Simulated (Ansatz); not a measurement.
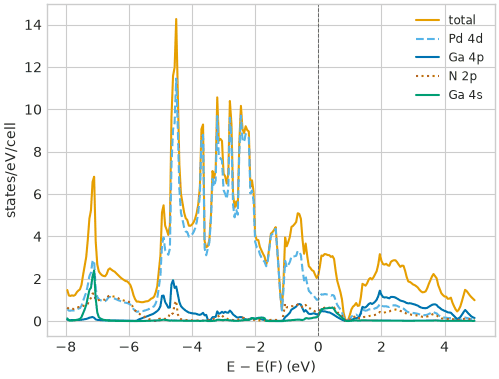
Total and projected density of states of GaPd3N (anti-perovskite, space group No. 221), PBEsol (plane waves, PAW; program Ansatz)

**Question.** Which orbitals carry the states next to the Fermi level?

**Answer.** Within 0.5 eV of the Fermi level: Pd 4d 48 %, N 2p 21 %, Ga 4p 14 %, Ga 4s 12 %. Projections are on Löwdin-orthogonalised atomic valence shells; empty p or d shells of many metals are not among them.

**Question.** Where is the tallest occupied peak in this window, and what makes it?

**Answer.** Near -4.5 eV, about 14 states/eV per cell; the largest projected share is Pd 4d.

Space group Pm-3m (anti-perovskite). The start of the workflow was typed in or built on a structure type; neither database checked (COD, Materials Project) lists it. Its standing as an ambient phase is unchecked. The PBEsol relaxation kept the symmetry of its start. At this level the phase is dynamically unstable (imaginary phonons). The run is not spin-polarised. Spin–orbit coupling is left out wherever it is not named.

Potentials: the earlier of the program's two PAW sets. The files were generated under PBE; for other functionals the program regenerates the frozen cores, and for LDA and PBEsol the local potential too.
